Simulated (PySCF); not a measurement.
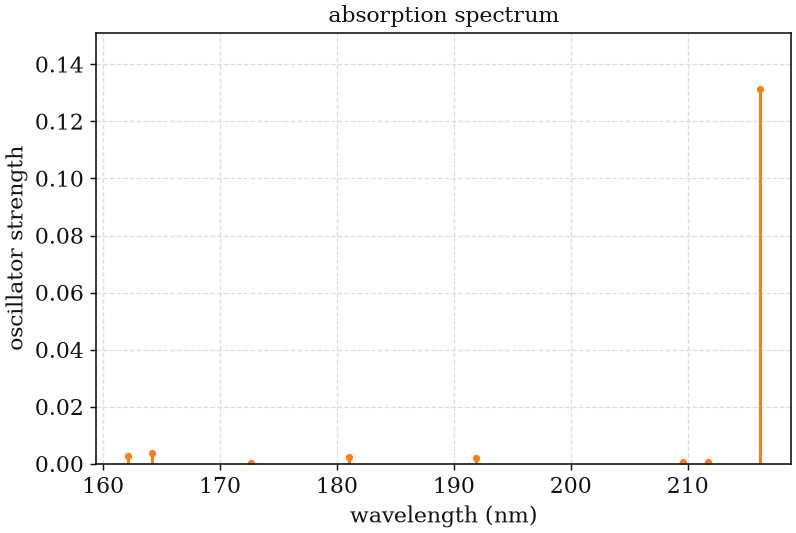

Computed absorption of C₂H₄BBrO₂, SMILES C=C(Br)B(O)O. Vertical TDDFT excitations, ωB97X-D/def2-SVPD with PySCF 2.14.0, at a GFN2-xTB geometry (no frequency check), gas phase. The lowest 8 singlet states are shown.

> Where is the lowest singlet, and is it bright?

S1 lies at 5.74 eV (216 nm) with f = 0.131, mainly HOMO → LUMO (97 %); it is bright.

> Which of the computed transitions is the brightest, and what character does the calculation give it?

S1 at 5.74 eV (216 nm), f = 0.131, mainly HOMO → LUMO (97 %).

> List the transitions behind the spectrum.

| state | E (eV) | λ (nm) | f | main character |
| --- | --- | --- | --- | --- |
| S1 | 5.74 | 216 | 0.131 | HOMO → LUMO (97 %) |
| S2 | 5.86 | 212 | 0.001 | HOMO−1 → LUMO (91 %) |
| S3 | 5.92 | 210 | 0.001 | HOMO → LUMO+2 (75 %) |
| S4 | 6.46 | 192 | 0.002 | HOMO−1 → LUMO+2 (84 %) |
| S5 | 6.85 | 181 | 0.003 | HOMO → LUMO+1 (79 %) |
| S6 | 7.18 | 173 | 0.000 | HOMO−3 → LUMO (97 %) |
| S7 | 7.55 | 164 | 0.004 | HOMO−1 → LUMO+1 (71 %) |
| S8 | 7.65 | 162 | 0.003 | HOMO → LUMO+3 (58 %) |

Known limits of this run: the tight-binding geometry is rougher than a DFT one and adds to the error; spin-orbit coupling is left out, and with Br it can shift these levels and split any degenerate set; one conformer of a flexible molecule; core orbitals are frozen in the response.
